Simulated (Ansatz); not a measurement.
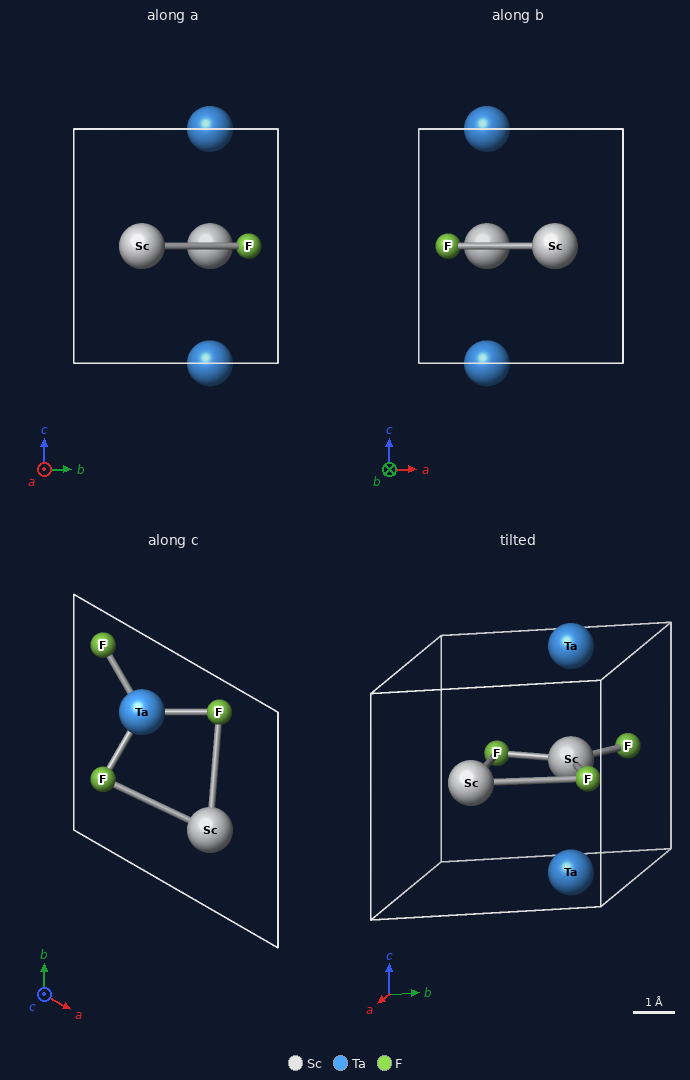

Ball-and-stick representation of a periodic structure, projected along the a axis, along the b axis, along the c axis and slightly off an axis. Lines trace the edges of the conventional unit cell.

Lattice parameters: a = 5.7576 Å, b = 5.7576 Å, c = 5.7255 Å, α = 90.000°, β = 90.000°, γ = 120.000°.

Write down what is shown as a CIF with its space group and independent sites, with free fractional coordinates to two decimals.

```cif
data_structure
_symmetry_space_group_name_H-M 'P -6 m 2'
_symmetry_Int_Tables_number 187
_cell_length_a 5.7576
_cell_length_b 5.7576
_cell_length_c 5.7255
_cell_angle_alpha 90.000
_cell_angle_beta 90.000
_cell_angle_gamma 120.000
_cell_volume 164.37
loop_
_atom_site_label
_atom_site_type_symbol
_atom_site_symmetry_multiplicity
_atom_site_Wyckoff_symbol
_atom_site_fract_x
_atom_site_fract_y
_atom_site_fract_z
_atom_site_occupancy
Sc1 Sc 1 f 0.6667 0.3333 0.50 1
Sc2 Sc 1 d 0.3333 0.6667 0.50 1
Ta1 Ta 1 c 0.3333 0.6667 0.00 1
F1 F 3 k 0.14 0.86 0.50 1
```

The cell started as a random cell made by a generator, so it need not be a real form of the compound. Earlier steps of the study may have refined or changed the cell and positions. A calculation with Ansatz used it as input.
